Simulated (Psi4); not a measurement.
# CH5NSi (SMILES C[Si]N) at M06-2X/def2-SVPD

Aim: the energy change on altering one bond length of CH5NSi at M06-2X/def2-SVPD, from 2 runs. 

The calculation is run with Psi4 1.11.

2 further runs of the same task are left out: 2 set aside as unsound or not needed.

**1. The system as given**

The species is CH5NSi (8 atoms), meant as a singlet with charge 0. SMILES: `C[Si]N`. The shape is that of a PBE0-D4/def2-TZVP optimisation. This is one conformer, not always the lowest.

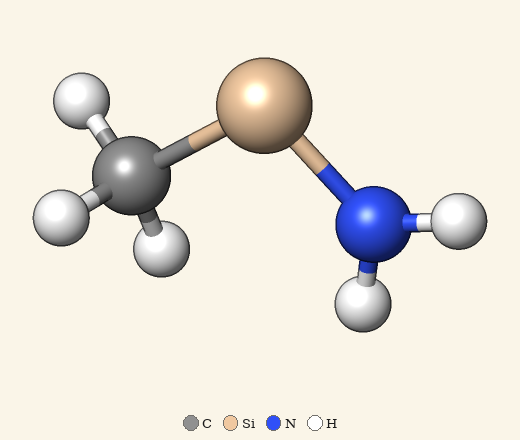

The structure, seen from a chosen angle (carbon grey, silicon light orange, nitrogen blue, hydrogen white).

**2. The energy at M06-2X/def2-SVPD**

File input.inp:

```
memory 1600 MB

molecule system {
  C     -0.660000     0.824700    -0.552100
  Si     0.963800     0.653800     0.427700
  N      0.932200    -1.034400     0.690700
  H     -1.026400    -0.101800    -1.004300
  H     -0.562500     1.583400    -1.334100
  H     -1.431400     1.195000     0.135900
  H      1.651200    -1.501900     1.220100
  H      0.225200    -1.675700     0.360300
  symmetry c1
}

set globals {
  basis def2-SVPD
  puream true
  e_convergence 1e-09
  d_convergence 1e-08
  scf_type pk
  dft_radial_points 99
  dft_spherical_points 590
}

e_tot, wfn = energy('m06-2x', return_wfn=True)
oeprop(wfn, 'MAYER_INDICES', 'MULLIKEN_CHARGES', 'QUADRUPOLE')
```

On the command line:

```console
psi4 -n 1 input.inp input.out
```

input.out:

```text
[...]
  Running in c1 symmetry.
[...]
  Nuclear repulsion =  100.369090567137675
[...]
  Multiplicity = 1
[...]
  Nalpha       = 16
  Nbeta        = 16
[...]
    Number of basis functions: 104
[...]
   @RKS iter   1:  -384.85674547427772   -3.51267e-01   7.29961e-03 ADIIS/DIIS
[...]
   @RKS iter  11:  -385.13442846941291   -1.15961e-11   5.74236e-09 DIIS
[...]
    Orbital Energies [Eh]
    ---------------------
    Doubly Occupied:
       1A    -67.006709     2A    -14.756556     3A    -10.524444
       4A     -5.542272     5A     -3.854823     6A     -3.851920
       7A     -3.849507     8A     -0.949034     9A     -0.769904
      10A     -0.575233    11A     -0.571100    12A     -0.464534
      13A     -0.459218    14A     -0.397386    15A     -0.355860
      16A     -0.258159
[...]
  @RKS Final Energy:  -385.13442846941291
   => Energetics <=
    Nuclear Repulsion Energy =            100.3690905671376754
    One-Electron Energy =                -728.9895676343769537
    Two-Electron Energy =                 260.2117733408651361
    DFT Exchange-Correlation Energy =     -16.7257247430387395
    Empirical Dispersion Energy =           0.0000000000000000
    VV10 Nonlocal Energy =                  0.0000000000000000
    Total Energy =                       -385.1344284694129101
[...]
 Multipole Moments:
 ------------------------------------------------------------------------------------
     Multipole            Electronic (a.u.)      Nuclear  (a.u.)        Total (a.u.)
 ------------------------------------------------------------------------------------
 L = 1.  Multiply by 2.5417464519 to convert [e a0] to [Debye]
 Dipole X            :          3.2267123           -3.5216502           -0.2949379
 Dipole Y            :          0.8216394           -1.5048370           -0.6831976
 Dipole Z            :          1.6701719           -1.7229946           -0.0528227
 Magnitude           :                                                    0.7460145
 L = 2.  Multiply by 1.3450342976 to convert [e a0^2] to [Debye ang]
 Quadrupole XX       :        -96.1270125           75.1863766          -20.9406359
 Quadrupole XY       :         32.3342097          -33.8021615           -1.4679517
[...]
  Mulliken Charges: (a.u.)
   Center  Symbol    Alpha    Beta     Spin     Total
       1     C     3.03515  3.03515  0.00000 -0.07030
       2    SI     6.83313  6.83313  0.00000  0.33374
       3     N     3.48806  3.48806  0.00000  0.02387
       4     H     0.54965  0.54965  0.00000 -0.09931
       5     H     0.49915  0.49915  0.00000  0.00171
       6     H     0.51751  0.51751  0.00000 -0.03502
       7     H     0.55459  0.55459  0.00000 -0.10918
       8     H     0.52275  0.52275  0.00000 -0.04550
   Total alpha = 16.00000, Total beta = 16.00000, Total charge =  0.00000
[...]
```

It took 47 s on 1 thread of Intel Xeon Platinum 8375C at 2.90GHz (Ice Lake), shared host; peak memory 0.71 GiB.

**3. The distorted shape at the same level**

File input.json:

```json
{
  "schema_name": "qcschema_input",
  "schema_version": 1,
  "molecule": {
    "schema_name": "qcschema_molecule",
    "schema_version": 2,
    "symbols": ["C", "Si", "N", "H", "H", "H", "H", "H"],
    "geometry": [-1.30249562, 1.12832712, -0.5999786, 1.76604166, 0.80537293, 1.25157506, 1.70632631, -2.38486272, 1.74857303, -1.99489127, -0.62250413, -1.45451275, -1.06297095, 2.99219235, -2.52108362, -2.76023035, 1.82809271, 0.70015298, 3.0650394, -3.26830968, 2.74899404, 0.37028994, -3.59674408, 1.12420752],
    "molecular_charge": 0,
    "molecular_multiplicity": 1,
    "fix_symmetry": "c1",
    "fix_com": true,
    "fix_orientation": true
  },
  "driver": "energy",
  "model": {
    "method": "m06-2x",
    "basis": "def2-SVPD"
  },
  "keywords": {
    "reference": "rks",
    "puream": true,
    "e_convergence": 1e-09,
    "d_convergence": 1e-08,
    "scf_type": "pk",
    "dft_radial_points": 99,
    "dft_spherical_points": 590,
    "scf_properties": ["DIPOLE", "QUADRUPOLE", "WIBERG_LOWDIN_INDICES"]
  }
}
```

On the command line:

```console
psi4 --qcschema input.json -n 1 --memory 1600MB
```

stdout:

```text
[...]
  Running in c1 symmetry.
[...]
  Nuclear repulsion =   99.268513075078687
[...]
  Multiplicity = 1
[...]
  Nalpha       = 16
  Nbeta        = 16
[...]
    Number of basis functions: 104
[...]
   @RKS iter   1:  -384.81783204030529   -4.34541e-01   7.19951e-03 ADIIS/DIIS
[...]
   @RKS iter  11:  -385.09786394744015   -1.56319e-11   5.96269e-09 DIIS
[...]
    Orbital Energies [Eh]
    ---------------------
    Doubly Occupied:
       1A    -67.008620     2A    -14.758383     3A    -10.552497
       4A     -5.544119     5A     -3.856582     6A     -3.853714
       7A     -3.851379     8A     -0.951076     9A     -0.753645
      10A     -0.577129    11A     -0.569773    12A     -0.468444
      13A     -0.431242    14A     -0.382497    15A     -0.356683
      16A     -0.259951
[...]
  @RKS Final Energy:  -385.09786394744015
   => Energetics <=
    Nuclear Repulsion Energy =             99.2685130750786868
    One-Electron Energy =                -726.7725749642265782
    Two-Electron Energy =                 259.0907016658887301
    DFT Exchange-Correlation Energy =     -16.6845037241809599
    Empirical Dispersion Energy =           0.0000000000000000
    VV10 Nonlocal Energy =                  0.0000000000000000
    Total Energy =                       -385.0978639474401461
[...]
 Multipole Moments:
 ------------------------------------------------------------------------------------
     Multipole            Electronic (a.u.)      Nuclear  (a.u.)        Total (a.u.)
 ------------------------------------------------------------------------------------
 L = 1.  Multiply by 2.5417464519 to convert [e a0] to [Debye]
 Dipole X            :        -26.7603406           26.4711305           -0.2892102
 Dipole Y            :          0.5714002           -1.3161281           -0.7447280
 Dipole Z            :        -26.7571361           26.7599486            0.0028126
 Magnitude           :                                                    0.7989181
 L = 2.  Multiply by 1.3450342976 to convert [e a0^2] to [Debye ang]
 Quadrupole XX       :       -118.0760445           96.4844106          -21.5916340
 Quadrupole XY       :         33.7089646          -35.7248933           -2.0159287
[...]
```

The result, in JSON:

```text
{
 "driver": "energy",
 "model": {
  "method": "m06-2x",
  "basis": "def2-SVPD"
 },
 "success": true,
 "return_result": -385.09786394744015,
 "properties": {
  "calcinfo_nbasis": 104,
  "calcinfo_nmo": 104,
  "calcinfo_nalpha": 16,
  "calcinfo_nbeta": 16,
  "calcinfo_natom": 8,
  "nuclear_repulsion_energy": 99.26851307507869,
  "return_energy": -385.09786394744015,
  "scf_one_electron_energy": -726.7725749642266,
  "scf_two_electron_energy": 259.09070166588873,
  "scf_xc_energy": -16.68450372418096,
  "scf_dipole_moment": [-0.28921018428475875, -0.7447279797048401, 0.0028125618733341184],
  "scf_total_energy": -385.09786394744015,
  "scf_iterations": 11
 }
}
```

Wall time 47 s (1 thread of Intel Xeon Platinum 8375C at 2.90GHz (Ice Lake), shared host); peak memory 0.72 GiB.

**4. Results**

Level: M06-2X/def2-SVPD.

```
                                                         quantity          value
                                        first shape: total energy  -385.13443 Eh
                                       first shape: dipole moment         1.90 D
                                         first shape: HOMO energy       -7.02 eV
                                         first shape: LUMO energy       -0.23 eV
                                       first shape: HOMO–LUMO gap        6.80 eV
                                    distorted shape: total energy  -385.09786 Eh
                                   distorted shape: dipole moment         2.03 D
                                     distorted shape: HOMO energy       -7.07 eV
                                     distorted shape: LUMO energy       -0.28 eV
                                   distorted shape: HOMO–LUMO gap        6.80 eV
energy change with the C1–H5 bond stretched from 1.094 to 1.422 Å       0.995 eV
```

With the C1–H5 bond stretched from 1.094 to 1.422 Å the energy rises by 0.99 eV (22.9 kcal/mol). The first shape isn't relaxed at this level, so the change isn't measured from a minimum. Mulliken charges (first shape) run from -0.11 on H7 to +0.33 on Si2; in a basis this large or diffuse they mean little.
